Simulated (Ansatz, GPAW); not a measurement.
**InS3I (model structure): optical spectrum from first principles**

Aim: the dielectric function of InS3I (model structure), and the optical constants that follow from it. The structure is a model built here, which may or may not match a known phase. It was built so: All O replaced by S and Tl replaced by In in the R3m structure of TlIO3. The cell is first relaxed with Ansatz.

Method: DFT, revPBE, plane-wave PAW (GPAW data sets), scalar-relativistic, RPA, optical limit, in GPAW 26.7.0.

## (1) Set-up

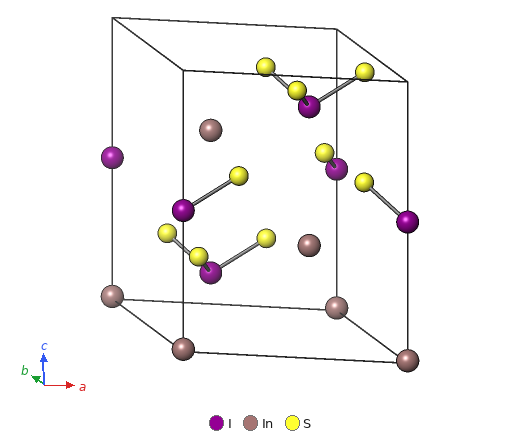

Start, viewed slightly off an axis; iodine purple, indium brown, sulfur yellow. This picture shows the conventional cell, with its axes. Bonds to atoms that aren't drawn are left out. Some periodic images of atoms are drawn too.

## (2) Relaxation

Spectra hang on bond lengths, so the cell is first brought to its minimum.

This step: DFT, revPBE, plane-wave PAW, default files, scalar-relativistic, relaxation (Ansatz 0.2.0).

The input, input.yaml:

```yaml
crystal:
  lattice:
    - [3.82147996, 2.20633249, 3.22067733]
    - [-3.82147996, 2.20633249, 3.22067733]
    - [0.0, -4.41266497, 3.22067733]
  atoms:
    - { symbol: I, position: [0.50186733, 0.50186733, 0.50186733] }
    - { symbol: In, position: [0.00875085, 0.00875085, 0.00875085] }
    - { symbol: S, position: [0.46189709, 0.46189709, 0.90328765] }
    - { symbol: S, position: [0.46189709, 0.90328765, 0.46189709] }
    - { symbol: S, position: [0.90328765, 0.46189709, 0.46189709] }
kpoints:
  mp_grid: { grid: [4, 4, 4] }
scf:
  occupations: { method: fermi_dirac, width: 0.05 }
hamiltonian:
  xc: revpbe
output:
  forces: true
  stress: true
  write_density: true
  write_potential: true
  elf: true
  volumetric_format: npy
relax:
  f_tol: 0.02
  max_steps: 50
  cell: {}
```

On the command line:

```bash
$ ansatz run input.yaml --threads 1 --pin off --max-ram 4096MiB --backend cpu --events-out ev --progress --plain --runs-dir out
```

Numbers of over 12 decimals in the logs are rounded to 6 here.

What it wrote:

```text
Engine: ansatz 0.2.0, aarch64-unknown-linux-gnu
Pseudopotentials: kind: paw
Pseudopotential: I, paw, valence charge 17, recommended cutoff 420 eV (normal), I.paw.azcp
Pseudopotential: In, paw, valence charge 13, recommended cutoff 420 eV (normal), In.paw.azcp
Pseudopotential: S, paw, valence charge 6, recommended cutoff 420 eV (normal), S.paw.azcp
Functional definition: revPBE
  parameter kappa = 1.245
  parameter beta = 0.066725
  exchange = pbe_x(kappa = kappa, mu = beta*pi^2/3)
  correlation = pbe_c(beta = beta)
Crystal: 5 atoms, lattice volume = 162.930 Å³
Basis set: ecut = 420 eV, 3185 PW (Γ), exchange–correlation on 80×80×80 points (8 copies of the dense FFT grid, shifted against one another)
Bands: 29, of which v1, the nominal top of the filled ones, is band 24 counted from 1 (23 counted from 0)
Symmetry: 6 space group operations
Space group: R3m (ITA 160), of the structure as read, at distance tolerance 5.5e-5 Å
k-points: 13 of 64 (time reversal used)
Non-local potential: I, projectors of the file, l = 0: 2, l = 1: 2, l = 2: 2, l = 3: 2
Non-local potential: In, projectors of the file, l = 0: 2, l = 1: 2, l = 2: 2, l = 3: 2
Non-local potential: S, projectors of the file, l = 0: 2, l = 1: 2, l = 2: 2
PAW form: soft (Blöchl's): semilocal exchange-correlation on the pseudo side does not see the compensation charge
PAW frozen core: I, regenerated for the run's functional, and the local potential with it (the file was generated under x = pbe(κ = 0.804, μ = 0.219515), c = pbe(β = 0.066725))
PAW frozen core: In, regenerated for the run's functional, and the local potential with it (the file was generated under x = pbe(κ = 0.804, μ = 0.219515), c = pbe(β = 0.066725))
PAW frozen core: S, regenerated for the run's functional, and the local potential with it (the file was generated under x = pbe(κ = 0.804, μ = 0.219515), c = pbe(β = 0.066725))
PAW one-centre angular grid: I, 590 points (default); XC on 64 Gauss nodes
PAW one-centre angular grid: In, 590 points (default); XC on 64 Gauss nodes
PAW one-centre angular grid: S, 110 points (default); XC on 64 Gauss nodes
Initial density: superposition of atomic densities (neutral atoms: chi_scale 0, normalization atom), corrected by the library's trained network
Initial wavefunctions: pseudopotential atomic-orbital guess
Functional: x = revpbe(κ = 1.245, μ = 0.219515), c = pbe(β = 0.066725)
SCF iter   1: F=—  HF=-15833.800822 eV  |F-HF|=—  |Δ(HF+E_count)|=         —  Δρ=2.62e-3  dr2=1.33e-2  ethr=1.77e-3  ⟨swp⟩=8.5  Hψ=2204  notcnv=0
preconditioner: auto → Resta (q_TF=auto, 2.226 Å⁻¹)  ε∞=3.7  [insulator: Δε(μ)=1.254 eV  Ē_g=10.828 eV  σ=0.050 eV  W_gap=1.00  n_scr=26 (ndim 8)  ℏωp=17.9 eV  f_vac=0.037  D(μ)=0.00/eV (n_scr^D=0)  ε∞_Penn≈3.7]
SCF iter   2: F=—  HF=-15833.798806 eV  |F-HF|=—  |Δ(HF+E_count)|=   2.02e-3  Δρ=1.40e-3  dr2=3.91e-3  ethr=2.77e-5  ⟨swp⟩=2.1  Hψ=662  notcnv=0
SCF iter   3: F=—  HF=-15833.799841 eV  |F-HF|=—  |Δ(HF+E_count)|=   1.04e-3  Δρ=3.54e-4  dr2=2.58e-4  ethr=8.14e-6  ⟨swp⟩=2.3  Hψ=640  notcnv=0
SCF iter   4: F=—  HF=-15833.799985 eV  |F-HF|=—  |Δ(HF+E_count)|=   1.44e-4  Δρ=1.31e-4  dr2=3.84e-5  ethr=5.37e-7  ⟨swp⟩=2.0  Hψ=672  notcnv=0
SCF iter   5: F=—  HF=-15833.799911 eV  |F-HF|=—  |Δ(HF+E_count)|=   7.38e-5  Δρ=4.24e-5  dr2=5.11e-6  ethr=7.99e-8  ⟨swp⟩=2.0  Hψ=515  notcnv=0  defer=1
SCF iter   6: F=—  HF=-15833.799924 eV  |F-HF|=—  |Δ(HF+E_count)|=   1.26e-5  Δρ=1.50e-5  dr2=6.40e-7  ethr=1.06e-8  ⟨swp⟩=2.6  Hψ=630  notcnv=0  defer=1
SCF iter   7: F=-15833.799926 eV  HF=-15833.799926 eV  |F-HF|=1.88e-7  |Δ(HF+E_count)|=   1.97e-6  Δρ=4.77e-6  dr2=4.94e-8  ethr=2.08e-10  ⟨swp⟩=10.0  Hψ=2836  notcnv=0
SCF 1 converged in 7 iterations: F = -15833.799926 eV  dr2 = 4.94e-8
  greatest PAW one-centre occupation: 0.999 electrons in one spin orbital (limit 2), on the I atom at site 0 (counted from 0), in its partial waves of l = 2
relax step   1: F+E_penalty+E_count = -15833.79992603 eV  Δ(F+E_penalty+E_count) = +0.000e0 eV  max|allowed force component| = 2.509e0 eV/Å  Δτ_max = 0.0000 Å  P = +5.730 GPa  Ω = 162.930 Å³  (7 SCF iters, dr2 threshold 1.00e-7 eV, accepted)
Crystal: 5 atoms, lattice volume = 168.985 Å³
Basis set: ecut = 420 eV, 3299 PW (Γ), exchange–correlation on 80×80×80 points (8 copies of the dense FFT grid, shifted against one another)
Initial density: handed on by an earlier stage of this run
Initial wavefunctions: those handed on with the density
iter 1 solved again at ethr=1.29e-3 eV; its pass at ethr=3.10e-3 eV (dr2=6.19e-1 eV) is discarded
SCF iter   1: F=—  HF=-15834.659650 eV  |F-HF|=—  |Δ(HF+E_count)|=         —  Δρ=1.66e-2  dr2=6.21e-1  ethr=1.29e-3  ⟨swp⟩=1.0  Hψ=2467  notcnv=0
preconditioner: auto → Resta (q_TF=auto, 2.212 Å⁻¹)  ε∞=3.9  [insulator: Δε(μ)=0.428 eV  Ē_g=10.285 eV  σ=0.050 eV  W_gap=0.97  n_scr=26 (ndim 8)  ℏωp=17.6 eV  f_vac=0.052  D(μ)=0.03/eV (n_scr^D=0)  ε∞_Penn≈3.9]
SCF iter   2: F=—  HF=-15834.493903 eV  |F-HF|=—  |Δ(HF+E_count)|=   1.66e-1  Δρ=7.59e-3  dr2=1.08e-1  ethr=1.29e-3  ⟨swp⟩=3.1  Hψ=556  notcnv=0
SCF iter   3: F=—  HF=-15834.468702 eV  |F-HF|=—  |Δ(HF+E_count)|=   2.52e-2  Δρ=1.51e-3  dr2=3.98e-3  ethr=2.26e-4  ⟨swp⟩=3.1  Hψ=675  notcnv=0
SCF iter   4: F=—  HF=-15834.469469 eV  |F-HF|=—  |Δ(HF+E_count)|=   7.66e-4  Δρ=3.61e-4  dr2=4.37e-4  ethr=8.29e-6  ⟨swp⟩=2.0  Hψ=582  notcnv=0
SCF iter   5: F=—  HF=-15834.469739 eV  |F-HF|=—  |Δ(HF+E_count)|=   2.70e-4  Δρ=1.30e-4  dr2=3.79e-5  ethr=9.10e-7  ⟨swp⟩=2.6  Hψ=676  notcnv=0
SCF iter   6: F=—  HF=-15834.469778 eV  |F-HF|=—  |Δ(HF+E_count)|=   3.93e-5  Δρ=4.74e-5  dr2=7.12e-6  ethr=7.89e-8  ⟨swp⟩=2.0  Hψ=688  notcnv=0
SCF iter   7: F=—  HF=-15834.469782 eV  |F-HF|=—  |Δ(HF+E_count)|=   3.87e-6  Δρ=1.58e-5  dr2=7.02e-7  ethr=1.48e-8  ⟨swp⟩=2.0  Hψ=665  notcnv=0
SCF iter   8: F=-15834.469783 eV  HF=-15834.469783 eV  |F-HF|=1.14e-7  |Δ(HF+E_count)|=   1.20e-6  Δρ=6.04e-6  dr2=8.27e-8  ethr=1.04e-9  ⟨swp⟩=10.0  Hψ=2809  notcnv=0
SCF 2 converged in 8 iterations: F = -15834.469783 eV  dr2 = 8.27e-8
relax step   2: F+E_penalty+E_count = -15834.46978341 eV  Δ(F+E_penalty+E_count) = -6.699e-1 eV  max|allowed force component| = 1.681e-1 eV/Å  Δτ_max = 0.1948 Å  P = +0.087 GPa  Ω = 168.985 Å³  energy of the carried Pulay correction = -5.326e-4 eV  (8 SCF iters, dr2 threshold 5.00e-7 eV, accepted)
Crystal: 5 atoms, lattice volume = 171.141 Å³
Basis set: ecut = 420 eV, 3359 PW (Γ), exchange–correlation on 80×80×80 points (8 copies of the dense FFT grid, shifted against one another)
iter 1 solved again at ethr=1.01e-4 eV; its pass at ethr=3.10e-3 eV (dr2=4.86e-2 eV) is discarded
[...]
relax step   4: F+E_penalty+E_count = -15834.67536360 eV  Δ(F+E_penalty+E_count) = -1.087e-1 eV  max|allowed force component| = 9.845e-2 eV/Å  Δτ_max = 0.1945 Å  P = +0.258 GPa  Ω = 169.804 Å³  energy of the carried Pulay correction = -6.032e-4 eV  (7 SCF iters, dr2 threshold 5.00e-7 eV, accepted)
relax step   5: F+E_penalty+E_count = -15834.72730076 eV  Δ(F+E_penalty+E_count) = -5.194e-2 eV  max|allowed force component| = 8.708e-2 eV/Å  Δτ_max = 0.1640 Å  P = +0.485 GPa  Ω = 171.356 Å³  energy of the carried Pulay correction = -7.359e-4 eV  (7 SCF iters, dr2 threshold 5.00e-7 eV, accepted)
relax step   6: F+E_penalty+E_count = -15834.74120100 eV  Δ(F+E_penalty+E_count) = -1.390e-2 eV  max|allowed force component| = 6.585e-2 eV/Å  Δτ_max = 0.0284 Å  P = +0.013 GPa  Ω = 176.341 Å³  energy of the carried Pulay correction = -1.154e-3 eV  (6 SCF iters, dr2 threshold 5.00e-7 eV, accepted)
relax step   7: F+E_penalty+E_count = -15834.74211977 eV  Δ(F+E_penalty+E_count) = -9.188e-4 eV  max|allowed force component| = 1.179e-2 eV/Å  Δτ_max = 0.0144 Å  P = +0.004 GPa  Ω = 176.247 Å³  energy of the carried Pulay correction = -1.146e-3 eV  (5 SCF iters, dr2 threshold 2.71e-7 eV, accepted)
relax step   8: F+E_penalty+E_count = -15834.75524533 eV  Δ(F+E_penalty+E_count) = -1.313e-2 eV  max|allowed force component| = 1.239e-2 eV/Å  Δτ_max = 0.0000 Å  P = +0.146 GPa  Ω = 176.247 Å³  stress off target by 3.94e-1 GPa  SCF on the basis re-selected at this cell (its energy is not comparable with the rows above)  (7 SCF iters)
relax step   9: F+E_penalty+E_count = -15834.76224631 eV  Δ(F+E_penalty+E_count) = -7.001e-3 eV  max|allowed force component| = 3.344e-2 eV/Å  Δτ_max = 0.0372 Å  P = +0.110 GPa  Ω = 179.205 Å³  energy of the carried Pulay correction = -2.240e-4 eV  (6 SCF iters, dr2 threshold 3.87e-7 eV, accepted)
relax step  10: F+E_penalty+E_count = -15834.76677683 eV  Δ(F+E_penalty+E_count) = -4.531e-3 eV  max|allowed force component| = 4.153e-3 eV/Å  Δτ_max = 0.0438 Å  P = +0.052 GPa  Ω = 184.832 Å³  energy of the carried Pulay correction = -6.749e-4 eV  (7 SCF iters, dr2 threshold 1.34e-7 eV, accepted)
relax step  11: F+E_penalty+E_count = -15834.76715894 eV  Δ(F+E_penalty+E_count) = -3.821e-4 eV  max|allowed force component| = 3.740e-2 eV/Å  Δτ_max = 0.0218 Å  P = -0.037 GPa  Ω = 187.327 Å³  energy of the carried Pulay correction = -8.841e-4 eV  (7 SCF iters, dr2 threshold 7.53e-9 eV, accepted)
relax step  12: F+E_penalty+E_count = -15834.76729078 eV  Δ(F+E_penalty+E_count) = -1.318e-4 eV  max|allowed force component| = 2.712e-3 eV/Å  Δτ_max = 0.0191 Å  P = +0.009 GPa  Ω = 189.155 Å³  energy of the carried Pulay correction = -1.040e-3 eV  (6 SCF iters, dr2 threshold 8.74e-8 eV, accepted)
iter 1 solved again at ethr=9.51e-7 eV; its pass at ethr=3.10e-3 eV (dr2=4.56e-4 eV) is discarded
SCF iter   1: F=—  HF=-15834.744338 eV  |F-HF|=—  |Δ(HF+E_count)|=         —  Δρ=5.33e-4  dr2=3.46e-5  ethr=9.51e-7  ⟨swp⟩=3.0  Hψ=2918  notcnv=0
preconditioner: auto → Resta (q_TF=auto, 2.171 Å⁻¹)  ε∞=3.6  [insulator: Δε(μ)=0.738 eV  Ē_g=10.251 eV  σ=0.050 eV  W_gap=1.00  n_scr=26 (ndim 8)  ℏωp=16.6 eV  f_vac=0.150  D(μ)=0.00/eV (n_scr^D=0)  ε∞_Penn≈3.6]
SCF iter   2: F=—  HF=-15834.760398 eV  |F-HF|=—  |Δ(HF+E_count)|=   1.61e-2  Δρ=2.67e-4  dr2=3.34e-6  ethr=7.21e-8  ⟨swp⟩=3.0  Hψ=776  notcnv=0
SCF iter   3: F=—  HF=-15834.767357 eV  |F-HF|=—  |Δ(HF+E_count)|=   6.96e-3  Δρ=7.82e-5  dr2=1.55e-6  ethr=6.96e-9  ⟨swp⟩=3.2  Hψ=795  notcnv=0
SCF iter   4: F=—  HF=-15834.768145 eV  |F-HF|=—  |Δ(HF+E_count)|=   7.87e-4  Δρ=2.20e-5  dr2=7.51e-7  ethr=3.22e-9  ⟨swp⟩=3.0  Hψ=675  notcnv=0
SCF iter   5: F=—  HF=-15834.768196 eV  |F-HF|=—  |Δ(HF+E_count)|=   5.11e-5  Δρ=5.54e-6  dr2=1.62e-7  ethr=1.56e-9  ⟨swp⟩=2.0  Hψ=507  notcnv=0
SCF iter   6: F=—  HF=-15834.768197 eV  |F-HF|=—  |Δ(HF+E_count)|=   1.13e-6  Δρ=2.62e-6  dr2=5.07e-8  ethr=3.38e-10  ⟨swp⟩=2.0  Hψ=480  notcnv=0
SCF iter   7: F=—  HF=-15834.768197 eV  |F-HF|=—  |Δ(HF+E_count)|=   3.37e-8  Δρ=1.06e-6  dr2=7.18e-9  ethr=1.06e-10  ⟨swp⟩=2.0  Hψ=497  notcnv=0
SCF iter   8: F=—  HF=-15834.768197 eV  |F-HF|=—  |Δ(HF+E_count)|=   1.05e-8  Δρ=1.41e-7  dr2=6.19e-11  ethr=1.50e-11  ⟨swp⟩=2.0  Hψ=538  notcnv=0
SCF iter   9: F=-15834.768197 eV  HF=-15834.768197 eV  |F-HF|=1.09e-11  |Δ(HF+E_count)|=  1.86e-10  Δρ=4.47e-8  dr2=8.47e-12  ethr=1.00e-12  ⟨swp⟩=8.0  Hψ=2142  notcnv=0
SCF 13 converged in 9 iterations: F = -15834.768197 eV  dr2 = 8.47e-12
relax step  13: F+E_penalty+E_count = -15834.76819722 eV  Δ(F+E_penalty+E_count) = -9.064e-4 eV  max|allowed force component| = 2.601e-3 eV/Å  Δτ_max = 0.0000 Å  P = +0.007 GPa  Ω = 189.155 Å³  stress off target by 7.87e-3 GPa  SCF on the basis re-selected at this cell (its energy is not comparable with the rows above)  (9 SCF iters)
basis re-selected at this cell: Δ(F+E_penalty+E_count) = -9.064e-4 eV, ΔP = -0.003 GPa vs the last step (what re-selecting the basis moved, of the pressure what is left beyond the Pulay correction that the steps carried, after the strain that the cell walked since its last selection, with what the two solves' SCF thresholds leave and, on support functions, any second-order correction that the steps lacked; it is no m [...]
SCF converged after 9 iterations
Free energy (F): -15834.768197 eV
Harris-Foulkes:  -15834.768197 eV  (|F-HF|=1.09e-11)
Internal energy: -15834.768137 eV  (E = F + TS)
E sigma→0 (E₀):  -15834.768167 eV
Entropy (-TS):   -0.000060 eV (-0.012 meV/atom)
Fermi energy:    2.819743 eV
--- Per-component energies (eV) ---
  E_band       = -633.994428
  E_kinetic    = 740.566499
  E_local      = -4748.790519  (includes V_loc(G=0)·N_el)
  E_nonlocal   = 358.438406
  E_hartree    = 2110.085629
  E_xc         = -632.560065
  E_vxc        = -484.135961  (∫ρ·V_xc dr)
  E_paw        = -10783.174509  (= ΣΔE_a)
  E_vpaw       = -720.244187  (= ΣTr[D̂ρ^β])
  E_aug_tail   = 0.000017  (compensation charges beyond the density's cutoff)
  E_ewald      = -2879.255622
  E_core_change = -0.077973  (= ΣΔE_core)
  E_smearing   = -0.000060  (= −TS)
  E_closure    = 0.000000  (closes the sum)
  Σ components = -15834.768197   (vs F -15834.768197, Δ=0.00e0)
--- Forces (eV/Å), atoms counted from 1 ---
  atom   1  I      0.00000000    -0.00000000    -0.00253084
  atom   2  In     0.00000000    -0.00000000    -0.00260139
  atom   3  S      0.00000000     0.00186785     0.00171034
  atom   4  S      0.00161761    -0.00093393     0.00171034
  atom   5  S     -0.00161761    -0.00093393     0.00171034
  max |Σ_I F_I| component: 1.22e-6 eV/Å
--- Stress (GPa, compression-positive) ---
        0.007872       0.000000       0.000000
        0.000000       0.007872      -0.000000
        0.000000      -0.000000       0.004259
  P = ⅓ Tr σ = 0.0067 GPa (0.067 kbar)
--- Band table (eV; the first three rows and the last of 13) ---
  k-point 0: bands = [... 20 lower, 1.5020, 1.5020, 1.5443, 2.2908, 3.1634, 5.1576, 5.1576, 6.4819, ... 1 higher]
  k-point 1: bands = [... 20 lower, 1.3386, 1.4417, 2.0226, 2.0891, 3.7251, 4.9102, 5.4682, 6.2247, ... 1 higher]
  k-point 2: bands = [... 20 lower, 1.3041, 1.6596, 1.9683, 2.1374, 4.2107, 4.6222, 5.7742, 5.9882, ... 1 higher]
  k-point 12: bands = [... 20 lower, 1.9420, 1.9420, 1.9949, 2.4244, 3.1818, 4.1901, 4.1901, 6.9038, ... 1 higher]
--- Relaxed structure (11 steps of the walk, 11 accepted, 2 SCFs on fresh bases) ---
  F+E_penalty+E_count = -15834.76819722 eV   max|allowed force component| = 2.601e-3 eV/Å   (the final SCF, on the basis selected at the relaxed cell)
  cell:  # Å, volume = 189.1554 Å³
    - [3.665218, 2.116115, 4.064701]
    - [-3.665218, 2.116115, 4.064701]
    - [0, -4.232229, 4.064701]
  atoms:
    - { symbol: I, position: [0.517062, 0.517062, 0.517062] }
    - { symbol: In, position: [0.060228, 0.060228, 0.060228] }
    - { symbol: S, position: [0.413944, 0.413944, 0.932521] }
    - { symbol: S, position: [0.413944, 0.932521, 0.413944] }
    - { symbol: S, position: [0.932521, 0.413944, 0.413944] }
```

The job ended after 82 s (1 thread of Arm Neoverse V2, shared host; peak memory 0.41 GiB).

The steps of the relaxation:

```csv
step,energy less that of the first step (eV),largest force component (eV/Å),pressure (GPa),volume (Å³)
1,0.0000,2.5092,5.73,162.93
2,-0.6699,0.1681,0.09,168.99
3,-0.7668,0.1849,-0.06,171.14
4,-0.8754,0.0984,0.26,169.80
5,-0.9274,0.0871,0.48,171.36
6,-0.9413,0.0658,0.01,176.34
7,-0.9422,0.0118,0.00,176.25
8*,-0.9553,0.0124,0.15,176.25
9,-0.9623,0.0334,0.11,179.21
10,-0.9669,0.0042,0.05,184.83
11,-0.9672,0.0374,-0.04,187.33
12,-0.9674,0.0027,0.01,189.16
13*,-0.9683,0.0026,0.01,189.16
```

Relaxation steps marked * repeat the geometry before them on a plane-wave basis chosen anew for their cell, so energy and pressure can jump there.

The run keeps the 6 symmetry operations that it works with, so distortions that break them were not tested.

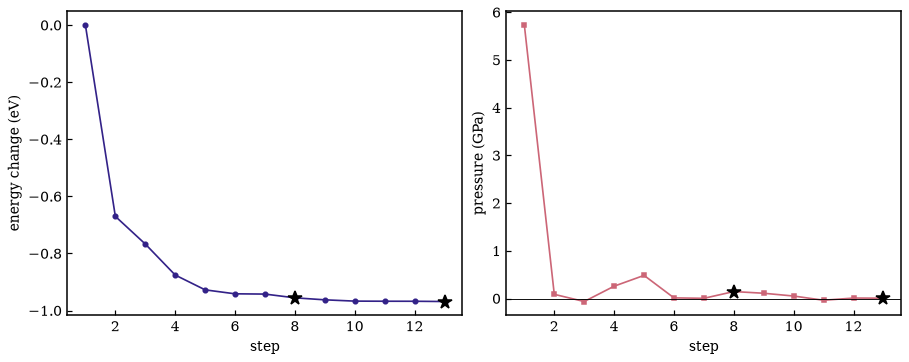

Energy and pressure along the relaxation. Stars mark steps on a basis chosen anew.

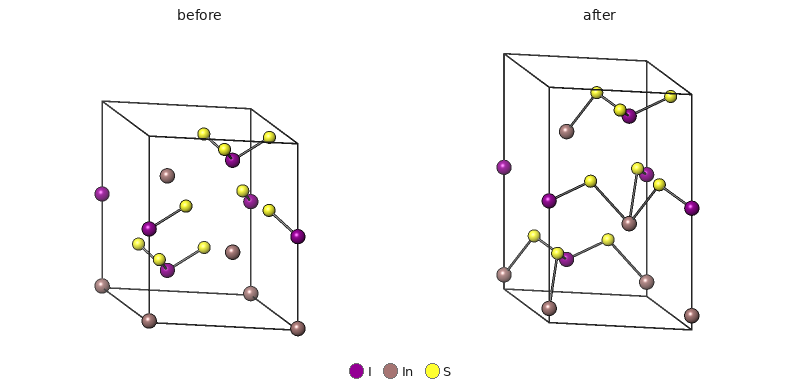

Before and after, at one scale. Bonds to atoms that aren't drawn are left out.

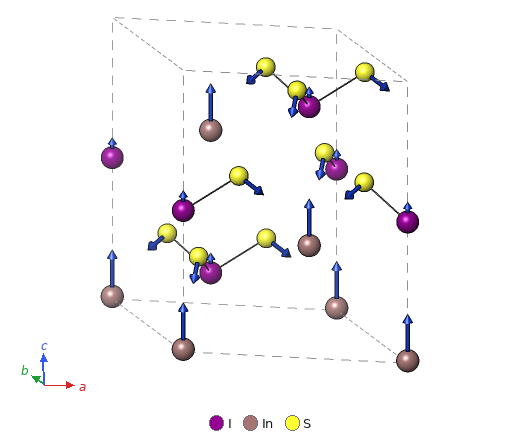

Displacements in the relaxation, exaggerated, measured against the changing cell; the longest in the cell stands for 0.63 Å. Bonds to atoms that aren't drawn are left out. Some periodic images of atoms are drawn too.

```csv
cell as run,before,after,change
a (Å),5.463,5.868,+7.4 %
b (Å),5.463,5.868,+7.4 %
c (Å),5.463,5.868,+7.4 %
α (°),88.78,77.31,-12.9 %
β (°),88.78,77.31,-12.9 %
γ (°),88.78,77.31,-12.9 %
volume (Å³/atom),32.59,37.83,+16.1 %
```

The atoms that moved most (Å, as changes of fractional coordinates times the final cell):

```csv
atom,dx,dy,dz,length
In2,0.000,0.000,0.628,0.628
S4,-0.283,0.163,-0.271,0.424
S5,0.283,0.163,-0.271,0.424
S3,0.000,-0.327,-0.271,0.424
I1,0.000,0.000,0.185,0.185
```

Final coordinates:

```cif
data_structure
_symmetry_space_group_name_H-M 'P 1'
_symmetry_Int_Tables_number 1
_cell_length_a 5.8680
_cell_length_b 5.8680
_cell_length_c 5.8680
_cell_angle_alpha 77.307
_cell_angle_beta 77.307
_cell_angle_gamma 77.307
_cell_volume 189.16
loop_
_atom_site_label
_atom_site_type_symbol
_atom_site_fract_x
_atom_site_fract_y
_atom_site_fract_z
_atom_site_occupancy
I1 I 0.51706 0.51706 0.51706 1
In2 In 0.06023 0.06023 0.06023 1
S3 S 0.41394 0.41394 0.93252 1
S4 S 0.41394 0.93252 0.41394 1
S5 S 0.93252 0.41394 0.41394 1
```

The relaxation ends with a largest force component of 0.0026 eV/Å and a pressure of 0.01 GPa.

(Part 1 of 2 ends here.)

[Machine, clock and banner lines and Python warnings are left out of the logs.]

[Logs are printed without paths, hosts, clocks, repeated set-up lines and the standing remarks that a program may print on its own settings, such as how far it seeks lower states.]

[Hosts, paths, dates, database ids (printed as entryN), source tags and the programs' standing remarks are cut or masked in the printed files.]
